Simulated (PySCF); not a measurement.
SMILES C[CH2][Zn][CH2]C (C₄H₁₀Zn) at its GFN2-xTB optimised geometry (Å):

```
15

C      1.9810     0.2567     0.1920
C      1.5376    -1.1941     0.0000
Zn    -0.5329    -1.1941     0.0000
C     -2.3690    -0.2370     0.0000
C     -2.1084     1.2340    -0.3262
H      3.0714     0.3288     0.1966
H      1.6131     0.8947    -0.6119
H      1.6217     0.6597     1.1393
H      1.9565    -1.5692    -0.9344
H      1.9665    -1.8015     0.7972
H     -2.8619    -0.2995     0.9710
H     -3.0714    -0.6398    -0.7296
H     -1.6643     1.3489    -1.3150
H     -3.0421     1.8015    -0.3171
H     -1.4394     1.6907     0.4035
```

Method: CAM-B3LYP/def2-TZVP (PySCF 2.14.0).

Map of the log10 of the electron density (e/bohr³), floored at −4 on the plane z = 0.8 Å:

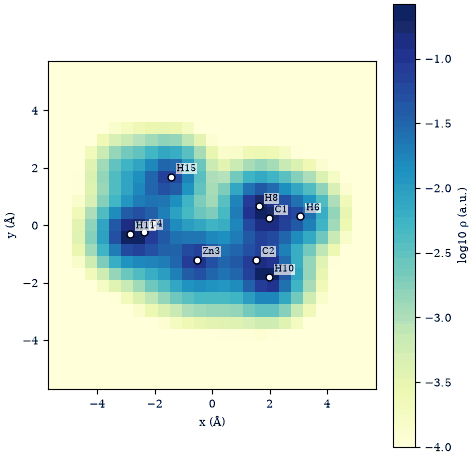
Log10 of the electron density (e/bohr³), floored at −4 on the plane z = 0.8 Å.
